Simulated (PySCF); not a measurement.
## Run report: CoNH2O2, frequency calculation

System: CoNH2O2.
Method: UKS-based PBE0, Co def2-TZVP, N def2-TZVP, O def2-TZVP, H def2-TZVP; non-relativistic Hamiltonian; density fitting (PySCF 2.14.0).

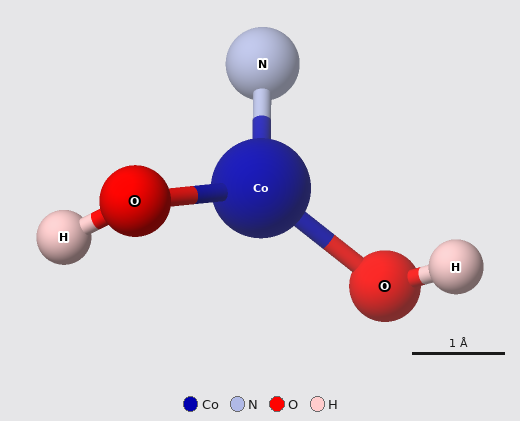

**Figure 1.** The structure (ball-and-stick view, seen at a tilt). Sticks mark near contacts.

### Summary

| quantity | value |
| --- | --- |
| outcome | converged |
| total energy | −1588.712731 hartree |
| ⟨S²⟩ | 1.457 |
| HOMO | −8.15 eV |
| LUMO | −3.75 eV |
| zero-point energy | 0.028219 hartree |
| dipole moment | 0.20 D |
| wavenumbers, lowest and highest | 149 and 3847 cm⁻¹ |
| hardware | 4 threads of Arm Neoverse V2, 24 GiB of memory available, shared host |
| wall time | 4 min (CPU time 14 min) |
| peak memory | 2.5 GiB |

### Remarks

Checks after the run noted: spin contamination. ⟨S²⟩ is 1.46 against 0.00 for a pure state: the solution is spin-contaminated.

### Input
```python
from pyscf import gto, scf, dft
mol = gto.M(atom='''
Co     0.000000     0.000001     0.019910
N      0.000019     0.000062     1.659166
O      1.580970     0.118934    -0.711344
O     -1.580986    -0.118988    -0.711300
H      2.032792    -0.724319    -0.823026
H     -2.032811     0.724257    -0.823035''',
    basis={'Co': 'def2-TZVP', 'N': 'def2-TZVP', 'O': 'def2-TZVP', 'H': 'def2-TZVP'},
    charge=0, spin=0)
mf = dft.UKS(mol, xc='PBE0')
mf.grids.atom_grid = (75, 302)
aux = {'Co': 'def2-universal-JKFIT', 'N': 'def2-universal-JKFIT', 'O': 'def2-universal-JKFIT', 'H': 'def2-universal-JKFIT'}
mf = mf.density_fit(auxbasis=aux)
mf.conv_tol = 1e-09
mf.diis_space = 10
mf.max_cycle = 60
mf.verbose = 4
mf.kernel()
```

The script is an equivalent of the set-up of the self-consistent field. The run itself was carried out by a driver, which started from the orbitals of the step before it where there was one and computed the further properties.

Command:
```bash
OMP_NUM_THREADS=4 python axn.py task.json out
```

### What the program printed
```
init E= -1588.7127305432
  alpha nocc = 26  HOMO = -0.30742516130902  LUMO = -0.113875241795962
  beta  nocc = 26  HOMO = -0.299628970383966  LUMO = -0.113875241795962
  HOMO = -0.299628970384  LUMO = -0.113875241796  gap/eV = 5.05462
cycle= 1 E= -1588.71273054321  delta_E= -8.64e-12  |g|= 8.54e-06  |ddm|= 1.07e-05
  alpha nocc = 26  HOMO = -0.307423161504593  LUMO = -0.113876714055062
  beta  nocc = 26  HOMO = -0.299629491458396  LUMO = -0.113876714055062
  HOMO = -0.299629491458  LUMO = -0.113876714055  gap/eV = 5.05459
Extra cycle  E= -1588.7127305431  delta_E= 1.13e-10  |g|= 2.07e-05  |ddm|= 1.8e-05
converged SCF energy = -1588.7127305431  <S^2> = 1.4567708  2S+1 = 2.6128688
```

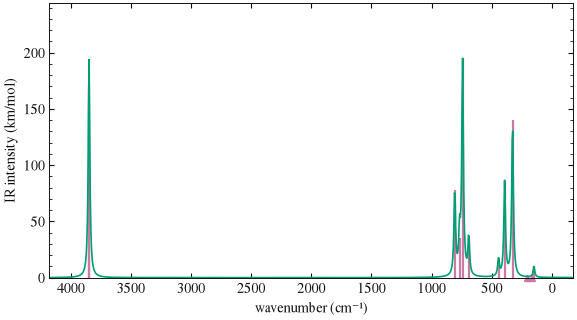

**Figure 2.** Harmonic infrared spectrum, unscaled: sticks (degenerate modes added up, dark ones marked on the axis) with a Lorentzian envelope of 16 cm⁻¹ full width, scaled to the tallest stick. 12 modes from 149 to 3847 cm⁻¹, none imaginary. The strongest line is at 742 cm⁻¹ (195 km/mol). All modes, in cm⁻¹ (km/mol): 149 (10.0), 166 (0.0), 206 (0.3), 327 (140), 393 (86), 444 (16.2), 691 (35), 742 (195), 768 (35), 807 (78), 3846 (169), 3847 (30).

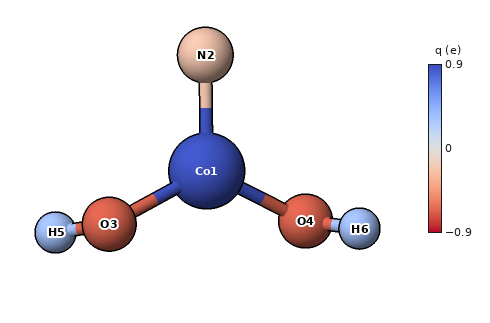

**Figure 3.** Mulliken charges, as the colour of each atom (ball-and-stick view, seen at a tilt; atoms are numbered from 1 in the order of the input). By element: Co +0.85, N −0.21, O −0.65 and H +0.33 e.
